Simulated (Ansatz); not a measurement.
# Computed scan of one atom of the cell: TiO2 (anatase)

TiO$_{2}$ (anatase)

```xyz
6
Lattice="-1.8890 1.8890 4.7943 1.8890 -1.8890 4.7943 1.8890 1.8890 -4.7943" Properties=species:S:1:pos:R:3 pbc="T T T"
Ti     0.0000     0.0000     4.7943
Ti     1.8890     0.0000     2.3972
O      0.0000     0.0000     2.8074
O      1.8890     0.0000     0.4102
O      1.8890     0.0000     4.3841
O      0.0000     0.0000     6.7813
```

In this cell atom 2 (Ti, nearest neighbour O at 1.933 Å; its periodic images, 3.8 Å or more away, move with it) is moved by s along Cartesian [111], unit vector (0.577, 0.577, 0.577); all other atoms and the cell stay fixed.

Method: r2SCAN (plane waves to 500 eV, PAW, scalar-relativistic; Ansatz, a quantum-chemistry and plane-wave program). k mesh 10×10×10 (Γ-centred), Fermi-Dirac smearing 0.05 eV. E stands for the smeared free energy. Left out: 4 of 11 points, with atoms too close for the PAW data. The PAW data are Ansatz's earlier set. TiO2 is run without spin polarisation. TiO2 was relaxed with its symmetry unable to fall. ΔE is measured from the undisplaced structure.

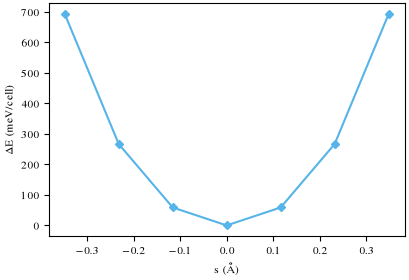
*ΔE (meV/cell) against s (Å); one marker a computed point.*

The force along the line at s = -0.348 Å is 4.82 eV/Å and the force constant k = d²E/ds² at s = 0 (finite differences) is 8.46 eV/Å². The energy at s = 0.348 Å is 693 meV/cell. Harmonic estimate at the end of the scan: ½ks² = 512 meV/cell against the computed 693 meV/cell, so the well is stiffer than harmonic there. Shape of the curve: a single well with its minimum at or next to zero displacement.

The forces along the line at the two nearest points give (1.064 − (-1.064)) / (2·0.116) = 9.17 eV/Å²; the next pair corrects for the finite step.

(For displaced atoms, the force is minus the slope of the energy, and its curvature is a force constant, which sets phonon frequencies.)
